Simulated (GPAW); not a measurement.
## Optical response of GeBi3

Aim: the dielectric function of GeBi3, and the optical constants that follow from it.

Program: GPAW 26.7.0. Level of theory: DFT, PBE, plane-wave PAW (GPAW data sets), scalar-relativistic, RPA, optical limit. Results are calculated unless marked as measured.

## Step 1: The starting structure

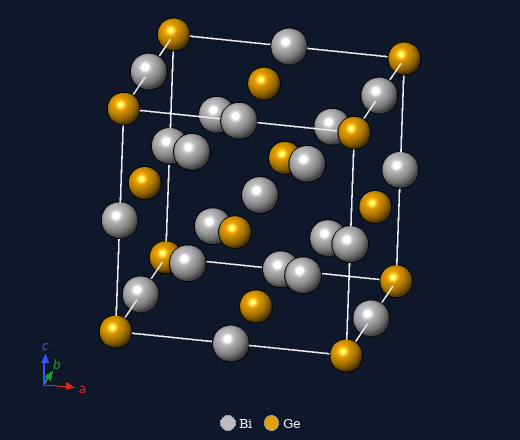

The starting structure, seen slightly off an axis (bismuth light grey, germanium orange). This picture shows the conventional cell, with its axes. Some periodic images of atoms are drawn too.

## Step 2: Ground state

First the ground state: is it a metal or has it a gap?

This step: DFT, PBE, plane-wave PAW (GPAW data sets), scalar-relativistic, ground state (GPAW 26.7.0).

gs.py reads:

```python
from ase import Atoms
from ase.dft.bandgap import bandgap
from gpaw import GPAW, PW, FermiDirac

atoms = Atoms(['Bi', 'Bi', 'Bi', 'Ge'],
              cell=[[0.00000000, 3.86682100, 3.86682100],
                    [3.86682100, 0.00000000, 3.86682100],
                    [3.86682100, 3.86682100, 0.00000000]],
              scaled_positions=[[0.50000000, 0.50000000, 0.50000000],
                                [0.75000000, 0.75000000, 0.75000000],
                                [0.25000000, 0.25000000, 0.25000000],
                                [0.00000000, 0.00000000, 0.00000000]],
              pbc=[True, True, True])
atoms.calc = GPAW(mode=PW(450), xc='PBE', kpts={'size': (5, 5, 5), 'gamma': True},
                  occupations=FermiDirac(0.05), maxiter=150, txt='gs.txt')
print('energy (eV)', atoms.get_potential_energy())
print('Fermi level (eV)', atoms.calc.get_fermi_level())
print('valence electrons', atoms.calc.get_number_of_electrons())
print('gap (eV)', bandgap(atoms.calc, output=None)[0])
print('direct gap (eV)', bandgap(atoms.calc, direct=True, output=None)[0])
atoms.calc.write('gs.gpw')
```

The run is started by

```console
$ OMP_NUM_THREADS=1 python gs.py
```

Numbers of over 12 decimals in the logs are rounded to 6 here.

What it wrote:

```text
__  _  _
 | _ |_)|_||  |
 |__||  | ||/\| - 26.7.0

Versions:
  Python: 3.12.14
  ASE:    3.29.0
  Numpy:  2.5.5
  Scipy:  1.18.1
  Libxc:  7.0.0

Input parameters:
  mode=PW(ecut=450.000000),
  kpts=MonkhorstPack(size=(5, 5, 5), gamma=True),
  maxiter=150,
  occupations=Occupations(name='fermi-dirac', width=0.05, fixmagmom=False),
  xc=XC(name='PBE')

Diagonalizing LCAO Hamiltonian
Converting LCAO to pw mode

                         Bi

                   Bi

             Bi

       Ge

Atoms  # Å, Bohr magnetons
|   | symbol |        x |        y |        z |    initial magnetic moments |
| 0 |     Bi | 3.866821 | 3.866821 | 3.866821 | ( 0.0000,  0.0000,  0.0000) |
| 1 |     Bi | 5.800231 | 5.800231 | 5.800231 | ( 0.0000,  0.0000,  0.0000) |
| 2 |     Bi | 1.933410 | 1.933410 | 1.933410 | ( 0.0000,  0.0000,  0.0000) |
| 3 |     Ge | 0.000000 | 0.000000 | 0.000000 | ( 0.0000,  0.0000,  0.0000) |

Unit cell  # Å
| periodic |        x |        y |        z |  lengths |    angles |
|      yes | 0.000000 | 3.866821 | 3.866821 | 5.468511 | 60.000000 |
|      yes | 3.866821 | 0.000000 | 3.866821 | 5.468511 | 60.000000 |
|      yes | 3.866821 | 3.866821 | 0.000000 | 5.468511 | 60.000000 |

Number of symmetries: 48
Symmetry operations  # r_c * U_cc + t_c -> r_c
|    | kind |            matrix            |
|  0 |  σ   |  1, 0, 0,  1, 0,-1,  1,-1, 0 |
|  1 |  C2  |  1, 0, 0,  1,-1, 0,  1, 0,-1 |
|  2 |  E   |  1, 0, 0,  0, 1, 0,  0, 0, 1 |
|  3 |  σ   |  1, 0, 0,  0, 0, 1,  0, 1, 0 |
|  4 |  C4  |  1, 0,-1,  1, 0, 0,  1,-1, 0 |
|  5 |  S6  |  1, 0,-1,  1,-1, 0,  1, 0, 0 |
|  6 |  σ   |  1, 0,-1,  0, 1,-1,  0, 0,-1 |
|  7 |  C3  |  1, 0,-1,  0, 0,-1,  0, 1,-1 |
|  8 |  S6  |  1,-1, 0,  1, 0, 0,  1, 0,-1 |
|  9 |  C4  |  1,-1, 0,  1, 0,-1,  1, 0, 0 |
| 10 |  C3  |  1,-1, 0,  0,-1, 1,  0,-1, 0 |
| 11 |  σ   |  1,-1, 0,  0,-1, 0,  0,-1, 1 |
| 12 |  σ   |  0, 1, 0,  1, 0, 0,  0, 0, 1 |
| 13 |  C4  |  0, 1, 0,  0, 1,-1, -1, 1, 0 |
| 14 |  C3  |  0, 1, 0,  0, 0, 1,  1, 0, 0 |
| 15 |  S6  |  0, 1, 0, -1, 1, 0,  0, 1,-1 |
| 16 |  C2  |  0, 1,-1,  1, 0,-1,  0, 0,-1 |
| 17 |  σ   |  0, 1,-1,  0, 1, 0, -1, 1, 0 |
| 18 |  S4  |  0, 1,-1,  0, 0,-1,  1, 0,-1 |
| 19 |  C4  |  0, 1,-1, -1, 1, 0,  0, 1, 0 |
| 20 |  C3  |  0, 0, 1,  1, 0, 0,  0, 1, 0 |
| 21 |  σ   |  0, 0, 1,  0, 1, 0,  1, 0, 0 |
| 22 |  S6  |  0, 0, 1,  0,-1, 1, -1, 0, 1 |
| 23 |  C4  |  0, 0, 1, -1, 0, 1,  0,-1, 1 |
| 24 |  S4  |  0, 0,-1,  1, 0,-1,  0, 1,-1 |
| 25 |  C3  |  0, 0,-1,  0, 1,-1,  1, 0,-1 |
| 26 |  C2  |  0, 0,-1,  0,-1, 0, -1, 0, 0 |
| 27 |  S6  |  0, 0,-1, -1, 0, 0,  0,-1, 0 |
| 28 |  S4  |  0,-1, 1,  1,-1, 0,  0,-1, 0 |
| 29 |  C4  |  0,-1, 1,  0, 0, 1, -1, 0, 1 |
| 30 |  C2  |  0,-1, 1,  0,-1, 0,  1,-1, 0 |
| 31 |  σ   |  0,-1, 1, -1, 0, 1,  0, 0, 1 |
| 32 |  C3  |  0,-1, 0,  1,-1, 0,  0,-1, 1 |
| 33 |  S6  |  0,-1, 0,  0, 0,-1, -1, 0, 0 |
| 34 |  S4  |  0,-1, 0,  0,-1, 1,  1,-1, 0 |
| 35 |  C2  |  0,-1, 0, -1, 0, 0,  0, 0,-1 |
| 36 |  C2  | -1, 1, 0,  0, 1, 0,  0, 1,-1 |
| 37 |  S6  | -1, 1, 0,  0, 1,-1,  0, 1, 0 |
| 38 |  S4  | -1, 1, 0, -1, 0, 1, -1, 0, 0 |
| 39 |  C3  | -1, 1, 0, -1, 0, 0, -1, 0, 1 |
| 40 |  S6  | -1, 0, 1,  0, 0, 1,  0,-1, 1 |
| 41 |  C2  | -1, 0, 1,  0,-1, 1,  0, 0, 1 |
| 42 |  C3  | -1, 0, 1, -1, 1, 0, -1, 0, 0 |
| 43 |  S4  | -1, 0, 1, -1, 0, 0, -1, 1, 0 |
| 44 |  C2  | -1, 0, 0,  0, 0,-1,  0,-1, 0 |
| 45 |  i   | -1, 0, 0,  0,-1, 0,  0, 0,-1 |
| 46 |  σ   | -1, 0, 0, -1, 1, 0, -1, 0, 1 |
| 47 |  C2  | -1, 0, 0, -1, 0, 1, -1, 1, 0 |

BZ-sampling:
  Number of BZ points: 125
  Number of IBZ points: 10

  Monkhorst-Pack size: [5, 5, 5]
  Monkhorst-Pack shift: [0, 0, 0]

K-points  # in reciprocal-cell coordinates
|   |                                coordinates |     weight |
| 0 | (  0.00000000,   0.00000000,   0.00000000) | 0.00800000 |
| 1 | (  0.20000000,   0.20000000,   0.00000000) | 0.04800000 |
| 2 | (  0.20000000,   0.20000000,   0.20000000) | 0.06400000 |
| 3 | (  0.40000000,   0.20000000,  -0.20000000) | 0.19200000 |
| 4 | (  0.40000000,   0.20000000,   0.20000000) | 0.09600000 |
| 5 | (  0.40000000,   0.40000000,  -0.40000000) | 0.19200000 |
| 6 | (  0.40000000,   0.40000000,  -0.20000000) | 0.09600000 |
| 7 | (  0.40000000,   0.40000000,   0.00000000) | 0.04800000 |
| 8 | (  0.40000000,   0.40000000,   0.20000000) | 0.19200000 |
| 9 | (  0.40000000,   0.40000000,   0.40000000) | 0.06400000 |

Plane wave coefficients: 2532
Cutoff: 450.000000 eV

Spin-components: 1 (collinear spins)
Bands:           31
Projectors:      23
Spin-degeneracy: 2
Datatype:        complex128

Parallelization:
  kpt:    1
  domain: 1
  band:   1

Density:
  Valence electrons: 49.0
  Components: 1
  Grid points: [27 27 27]
  Charge: 0.0  # |e|

Potential:
  Grid points: [27 27 27]

species:
  Bi:
    name:    Bismuth
    id:
    Z:       83.0
    valence: 15
    core:    68
    charge:  0.0  # [|e|]
    compensation charges:
      type: gauss
      rc: 0.38  # [Å]
      lmax: 2
    cutoffs:
      filter: 2.23  # [Å]
      core: 2.33  # [Å]
    projectors
    | kind |    occ | energy [eV] | rcut [Å] |
    |   6s |  2.000 |     -14.385 |    1.286 |
    |   6p |  3.000 |      -4.580 |    1.275 |
    |   5d | 10.000 |     -27.119 |    1.349 |
    |    s |        |      12.827 |    1.286 |
    |    p |        |      22.631 |    1.275 |
    |    d |        |       0.093 |    1.349 |

    Using partial waves for Bi as LCAO basis

  Ge:
    name:    Germanium
    id:
    Z:       32.0
    valence: 4
    core:    28
    charge:  0.0  # [|e|]
    compensation charges:
      type: gauss
      rc: 0.32  # [Å]
      lmax: 2
    cutoffs:
      filter: 1.77  # [Å]
      core: 3.42  # [Å]
    projectors
    | kind |    occ | energy [eV] | rcut [Å] |
    |   4s |  2.000 |     -11.726 |    1.005 |
    |   4p |  2.000 |      -3.896 |    1.005 |
    |    s |        |      15.485 |    1.005 |
    |    p |        |      23.315 |    1.005 |
    |    d |        |       0.000 |    1.005 |

    Using partial waves for Ge as LCAO basis

Reference energy: -1811642.786710  # eV

eigensolver:
  PPCG
  Converge bands: occupied
  niter=2

density mixing:
  MSR1-Mixer
  Pratt-step length: 0.05
  Maximum mixing coefficient: 0.75
  Old densities: 10
  SVD Regularization: 0.005
  Good broyden scale: 1.0
  Trust region scale: 1.0
  Backstep threshold: 4.0
  History deletion threshold: 6.0
  Fourier metric: weight=20.0, sigma=0.015

occupation numbers:
  Fermi-Dirac:
    width: 0.0500  # eV

poisson solver:
  ecut: 3600.000000  # eV

xc functional:
  name: PBE with 2 nearest neighbor stencil

convergence criteria:
- Maximum [total energy] change in last 3 cyles: 0.0005 eV / valence electron
- Maximum integral of absolute [dens]ity change: 0.0001 electrons / valence electron
- Maximum integral of absolute [eigenst]ate change: 4e-08 eV^2 / valence electron
maximum number of iterations: 150

SCF iterations
|iter     |      energy | eigst |  dens |
|iter:   1||  -17.629010 | -0.42 |       |
|iter:   2||  -17.631099 | -2.69 | -1.69 |
|iter:   3||  -17.622327c| -2.92 | -1.73 |
|iter:   4||  -17.627367c| -3.58 | -2.11 |
|iter:   5||  -17.629446c| -3.91 | -2.48 |
|iter:   6||  -17.629356c| -5.34 | -3.17 |
|iter:   7||  -17.629364c| -6.33 | -3.55 |
|iter:   8||  -17.629365c| -6.83 | -4.26c|
|iter:   9||  -17.629366c| -7.69c| -4.81c|

Converged in 9 steps
SCF loop duration: 12.909 s (1.434 s/step)
Energy contributions relative to reference atoms: (reference = -1811642.786710)

Energy contributions:
  Kinetic:          51.036906
  Coulomb:         -47.362199
  Zero:             -4.453298
  External:          0.000000
  Xc:              -16.837941
  Entropy:          -0.025666
  Spinorbit:         0.000000
  ----------------------------
  Free energy:     -17.642199
  Extrapolated:    -17.629366

dipole moment: (-25.368546, -25.368546, -25.368546)  # |e|*Ang

Fermi level: 7.688
Eigenvalues  # (at kpt = [0.000, 0.000, 0.000])
| band index |      eig [eV] | occ [0-2] |
|          0 |       -15.892 |     2.000 |
|        ... |               |           |
|         20 |         5.036 |     2.000 |
|         21 |         5.036 |     2.000 |
|         22 |         5.235 |     2.000 |
|         23 |         5.235 |     2.000 |
|         24 |         5.235 |     2.000 |
|         25 |         6.040 |     2.000 |
|         26 |         6.040 |     2.000 |
|         27 |         6.040 |     2.000 |
|         28 |        11.093 |     0.000 |
|         29 |        11.093 |     0.000 |
|         30 |        12.993 |     0.000 |

No gap
No difference between direct/indirect transitions

--- standard output ---
energy (eV) -17.629366
Fermi level (eV) 7.688020
valence electrons 49.0
gap (eV) 0.0
direct gap (eV) 0.0
```

Wall time 15 s (1 thread of Arm Neoverse V2, shared host); peak memory 0.17 GiB.

This step gave:

```
energy       : -17.63 eV
Fermi energy : 7.688 eV
electrons    : 49
```

There are states at the Fermi level within the smearing, so the occupations stay smeared and the carriers get a Drude term.

## Step 3: Bands for the response

At the fixed density, many empty bands are solved on the mesh of the response, since the spectrum sums over them.

This step: DFT, PBE, plane-wave PAW (GPAW data sets), scalar-relativistic, bands at fixed density (GPAW 26.7.0).

nscf.py reads:

```python
from ase.dft.bandgap import bandgap
from gpaw import GPAW, FermiDirac

calc = GPAW('gs.gpw').fixed_density(kpts={'size': (8, 8, 8), 'gamma': True}, nbands=47, convergence={'bands': 41},
                                    occupations=FermiDirac(0.05), txt='nscf.txt')
print('gap (eV)', bandgap(calc, output=None)[0])
print('direct gap (eV)', bandgap(calc, direct=True, output=None)[0])
calc.write('full.gpw', mode='all')
```

The run is started by

```console
$ OMP_NUM_THREADS=1 python nscf.py
```

What it wrote:

```text
Diagonalizing LCAO Hamiltonian
Converting LCAO to pw mode
convergence criteria:
- Maximum integral of absolute [eigenst]ate change: 4e-08 eV^2 / valence electron
maximum number of iterations: 150

SCF iterations
|iter     |      energy | eigst |  dens |
|iter:   1||             | +2.66 |       |
|iter:   2||             | +1.23 |       |
|iter:   3||             | +0.15 |       |
|iter:   4||             | -1.10 |       |
|iter:   5||             | -2.12 |       |
|iter:   6||             | -2.93 |       |
|iter:   7||             | -3.59 |       |
|iter:   8||             | -4.42 |       |
|iter:   9||             | -5.18 |       |
|iter:  10||             | -6.01 |       |
|iter:  11||             | -6.80 |       |
|iter:  12||             | -7.60c|       |
SCF steps: 12
  __  _  _
 | _ |_)|_||  |
 |__||  | ||/\| - 26.7.0

Versions:
  Python: 3.12.14
  ASE:    3.29.0
  Numpy:  2.5.5
  Scipy:  1.18.1
  Libxc:  7.0.0

Input parameters:
  mode=PW(ecut=450.000000),
  convergence={'bands': 41},
  gpts=array([27, 27, 27]),
  kpts=MonkhorstPack(size=(8, 8, 8), gamma=True),
  maxiter=150,
  nbands=47,
  occupations=Occupations(name='fermi-dirac', width=0.05, fixmagmom=False),
  parallel={},
  xc=XC(name='PBE')

--- standard output ---
gap (eV) 0.0
direct gap (eV) 0.0
```

Elapsed: 61 s, on 1 thread; peak memory 0.24 GiB.

[end of part 1 of 2]

[Machine, clock and banner lines and Python warnings are left out of the logs.]

[Logs are printed without paths, hosts, clocks, repeated set-up lines and the standing remarks that a program may print on its own settings, such as how far it seeks lower states.]

[Hosts, paths, dates, database ids (printed as entryN), source tags and the programs' standing remarks are cut or masked in the printed files.]
